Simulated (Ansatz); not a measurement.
# C$_{2}$HAlN (SMILES [CH+]=C=[N][Al]) (charge +1, triplet): what the fields show

Input

```
crystal:
  periodic: [false, false, false]
  atoms:
    - symbol: C
      position_ang: [0.000000, 0.000000, -1.474136]
    - symbol: C
      position_ang: [0.000000, 0.000000, -0.167641]
    - symbol: Al
      position_ang: [0.000000, 0.000000, 3.171723]
    - symbol: "N"
      position_ang: [0.000000, 0.000000, 1.027543]
    - symbol: H
      position_ang: [0.000000, 0.000000, -2.557490]
basis:
  gaussian:
    orbitals: def2-TZVPD
hamiltonian:
  xc: {name: PBE0}
output: {forces: true, orbitals: {seedname: orbitals}}
total_charge: 1
magnetization:
  spin_polarized: true
  initial_magnetization: 2
```

Command:

```sh
ansatz run input.yaml --threads 1 --pin off --max-ram 2610MiB --events-out events.jsonl --progress --plain --runs-dir runs
```

Geometry: PBE0-D3(BJ)/def2-SVP; ⟨S²⟩ = 2.05, above the pure value of 2.00.

All numbers below come from isolated molecule in a Gaussian basis; Kohn-Sham density functional theory, functional PBE0 in Ansatz 0.2.0.

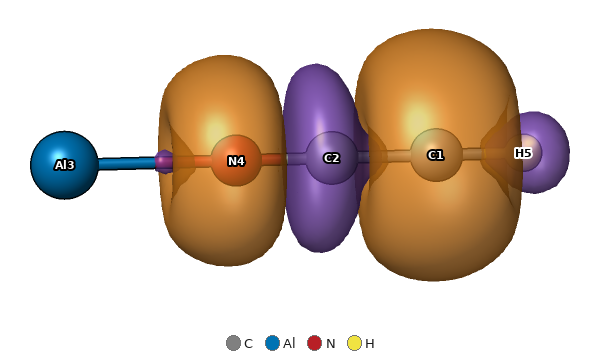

Figure 1. Isosurfaces of the spin density at +0.015 (orange) and −0.015 e/Å³ (purple), seen from one side.

Describe the spin distribution.

Answer. The unpaired spin (2 electrons) lies mostly on C1 (about 1.2) and N4 (about 0.7), in electrons by Hirshfeld's partition.

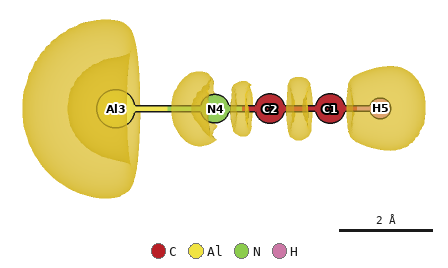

Figure 2. Isosurface of the electron localisation function at 0.8 (yellow), seen from one side. Only the valence region is drawn (cores and ρ < 0.01 e/Å³ removed).

What do the ELF domains correspond to?

Answer. At this value the surface marks out one region between bonded C–C atoms (shared pairs), one region between bonded C–N atoms (shared pairs), one region around a hydrogen nucleus, one lobe of the valence shell of N pointing towards Al and one region wrapped around Al (its valence shell). Profiles from the grid: C–N (1.20 Å): the ELF peaks at about 0.85 between the atoms (a multiple bond). C–C (1.31 Å): the ELF peaks at about 0.90 between the atoms (a multiple bond).

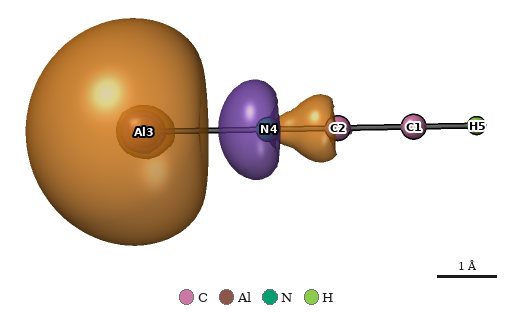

Figure 3. The HOMO (α) at ±0.08 Å⁻³ᐟ² (orange and purple are the two phases), seen from one side.

Describe this orbital and give its energy.

Answer. By Hirshfeld shares it lies mainly on Al3 (about 90 %) and N4 (about 5 %); it is of σ type. Its energy is −12.53 eV.
